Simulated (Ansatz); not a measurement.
## Abstraction of Br: CHBr2Cl + SiH2(CH3) → CHBrCl + SiH2(CH3)Br

Species: CHBr2Cl (chlorodibromomethane) `ClC(Br)Br`, singlet; SiH2(CH3), doublet; CHBrCl `Cl[CH]Br`, doublet; SiH2(CH3)Br, singlet. A radical takes Br: the energy is the difference in strength between the C–Br bond broken and the Si–Br bond made.

Shapes, held fixed at every level: PBE0-D4/def2-TZVP. Programs: Ansatz 0.2.0. The zero-point and thermal change to 298 K, harmonic and unscaled (PBE0-D4/def2-TZVP), is -0.3 kJ/mol.

```json
{"level": "HF/def2-SVP", "kind": "Hartree–Fock", "ΔH(298 K) (kJ/mol)": "-184.8", "less CCSD(T)/def2-TZVPP": "-37.2", "CPU time (sum over the molecules)": "–"}
{"level": "PBE-D4/def2-TZVPP", "kind": "GGA", "ΔH(298 K) (kJ/mol)": "-140.6", "less CCSD(T)/def2-TZVPP": "+7.0", "CPU time (sum over the molecules)": "22 s"}
{"level": "BHLYP-D4/def2-TZVPP", "kind": "global hybrid", "ΔH(298 K) (kJ/mol)": "-167.6", "less CCSD(T)/def2-TZVPP": "-20.0", "CPU time (sum over the molecules)": "28 s"}
{"level": "r2SCAN0-D4/def2-TZVPP", "kind": "global hybrid", "ΔH(298 K) (kJ/mol)": "-165.9", "less CCSD(T)/def2-TZVPP": "-18.3", "CPU time (sum over the molecules)": "51 s"}
{"level": "wB97M-V/def2-TZVPP", "kind": "range-separated hybrid", "ΔH(298 K) (kJ/mol)": "-157.9", "less CCSD(T)/def2-TZVPP": "-10.3", "CPU time (sum over the molecules)": "1.7 min"}
{"level": "wB97X-V/def2-TZVPP", "kind": "range-separated hybrid", "ΔH(298 K) (kJ/mol)": "-159.8", "less CCSD(T)/def2-TZVPP": "-12.2", "CPU time (sum over the molecules)": "71 s"}
{"level": "CCSD/def2-SVP", "kind": "coupled cluster or CI", "ΔH(298 K) (kJ/mol)": "-150.3", "less CCSD(T)/def2-TZVPP": "-2.7", "CPU time (sum over the molecules)": "–"}
{"level": "CCSD(T)/def2-TZVPP", "kind": "coupled cluster or CI", "ΔH(298 K) (kJ/mol)": "-147.6", "less CCSD(T)/def2-TZVPP": "0.0", "CPU time (sum over the molecules)": "6.7 min"}
```

The highest level, CCSD(T)/def2-TZVPP, gives ΔH(298 K) = -147.6 kJ/mol; the levels span -184.8 to -140.6. The column of differences is taken from that level and isn't an error. No measured value is set beside it here. Open shells run unrestricted unless RO is named. Relativity is left out for Br unless named. Correlated rows may include outer-core shells of Br, which these sets cover unevenly. Times are processor times on shared x86 and Arm servers, and rough.

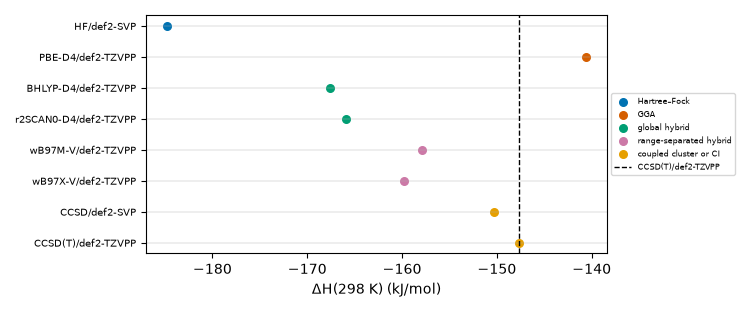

The values of the table, level by level.
